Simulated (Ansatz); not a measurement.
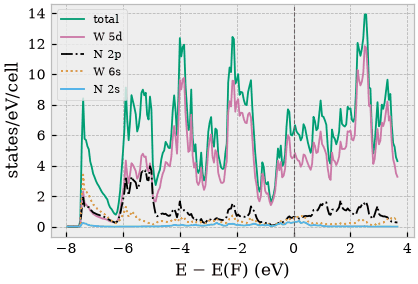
Figure. Total and projected density of states of W₃N (A15 (Cr3Si type), Pm-3n), PBE (plane waves, PAW; program Ansatz)

Q: Which orbitals carry the states next to the Fermi level?

A: Within 0.5 eV of the Fermi level: W 5d 75 %, N 2p 9 %, W 6s 8 %. Projections are on Löwdin-orthogonalised atomic valence shells; empty p or d shells of many metals are not among them.

Q: Where is the tallest occupied peak in this window, and what makes it?

A: Near -2.1 eV, about 12 states/eV per cell; the largest projected share is W 5d.

The start of the workflow was typed in or built on a structure type; neither database checked (COD, Materials Project) lists it. Whether it is the stable phase at ambient conditions was not checked. The cell was relaxed with PBE under the symmetry of its start; whether a distortion lowers the energy is not shown. The workflow began spin-polarised and lost its moments. Its formation energy is positive at this level, so the cell may be metastable or incomplete. Spin–orbit coupling is left out wherever it is not named.

Potentials: the earlier of the program's two PAW sets.
